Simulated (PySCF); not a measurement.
C$_{6}$H$_{12}$F$_{2}$OSi

Input file:

```
{"job": {"kind": "nmr", "xc": "PBE0", "basis": "pcSseg-1"}, "charge": 0, "multiplicity": 1}
C     -2.863055     0.608541     0.249021
C     -1.543437     0.050517    -0.270418
C     -1.220822    -1.322373     0.338212
Si     0.650884    -1.571319     0.085093
C      0.920103     0.283259    -0.370724
O      2.015567     0.890866     0.348199
C      3.210572     0.631204    -0.172686
F      3.569996    -0.687253    -0.025798
F      4.141183     1.332075     0.488874
C     -0.371486     0.982498     0.043028
H     -2.815584     0.750026     1.326723
H     -3.679348    -0.075623     0.027508
H     -3.084635     1.568032    -0.213202
H     -1.610764    -0.058624    -1.358890
H     -1.842392    -2.096220    -0.107814
H     -1.462100    -1.304597     1.402316
H      0.996772    -2.424672    -1.053818
H      1.369846    -1.927220     1.301605
H      1.105242     0.433679    -1.443605
H      3.307613     0.847936    -1.258087
H     -0.320008     1.161793     1.118095
H     -0.484560     1.946862    -0.454482
```

Launched as:

```sh
OMP_NUM_THREADS=1 python probes_run.py task.json out
```

Geometry: GFN2-xTB.

Level of theory: PBE0/pcSseg-1, SCF density, gas phase, non-relativistic (PySCF).

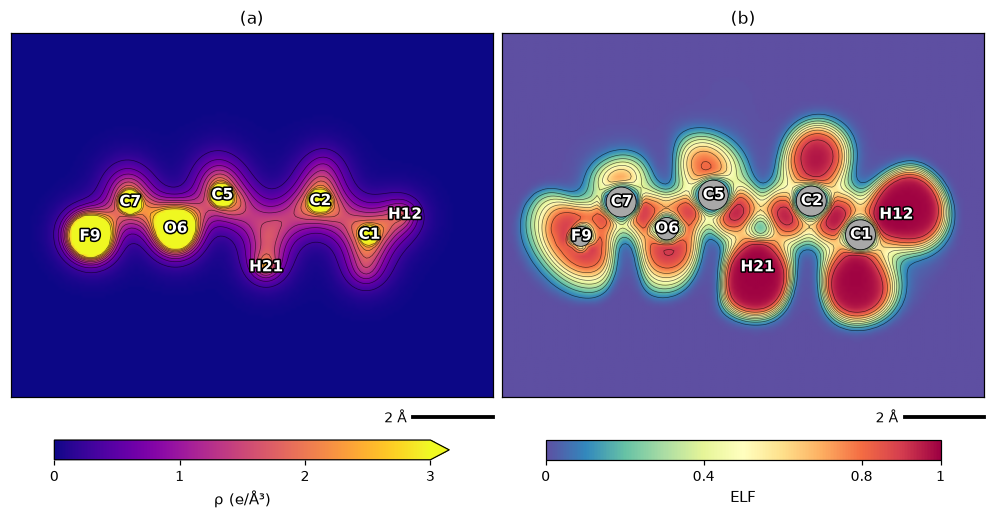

Figure 1. (a) electron density; (b) ELF on the plane of atoms C5, O6 and C7. Grey discs cover the atomic cores in the ELF map.

> What do the fields say about this system?

- Atoms in the plane: C, O, F and H.
- C–O (1.33 Å): the density is about 2.6 e/Å³ at the midpoint; the ELF peaks at about 0.90 between the atoms; a shared but strongly polarised pair.
- C–F (1.34 Å): ρ is about 2.4 e/Å³ halfway; the ELF peaks at about 0.85 between the atoms: a polar covalent bond.
- C–C (1.52 Å): ρ at the midpoint is about 1.6 e/Å³; the ELF peaks at about 0.95 between the atoms (a covalent bond).
- C–H (1.09 Å): ρ is about 2 e/Å³ halfway; the ELF climbs to about 1 towards the hydrogen, as it does in any bond to H: an ordinary covalent bond to hydrogen.
- C–O (1.44 Å): ρ at the midpoint is about 1.9 e/Å³, with its minimum of 1.6 e/Å³ about 0.5 Å from C; the ELF peaks at about 0.90 between the atoms; a shared but strongly polarised pair.
- The ELF also peaks beside F9 and O6, away from the bonds: lone-pair regions.

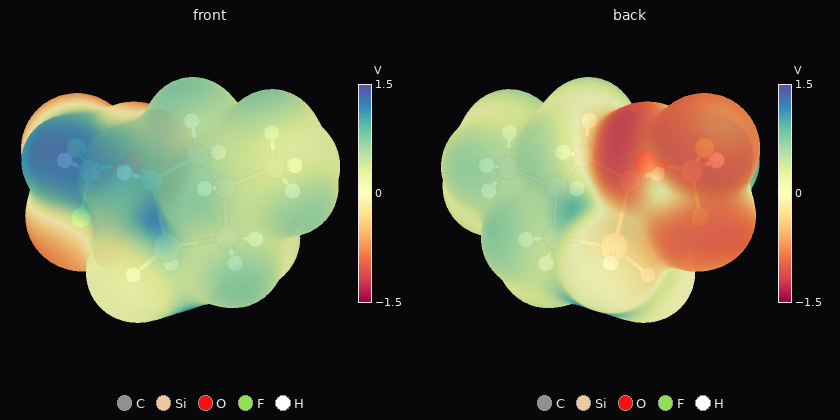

Figure 2. The electrostatic potential painted on the density surface at 0.002 e/bohr³, seen from the front and from behind; the colour scale runs from red (negative) to blue (positive).

> Where is the surface potential most negative and most positive?

The most negative region (about −1.2 V) lies over O6, the most positive (about +1.3 V) over Si4, H19 and H20. O6 is the likeliest acceptor of a hydrogen bond.

> What dipole moment does the calculation give?

Its dipole moment is 3.31 D.
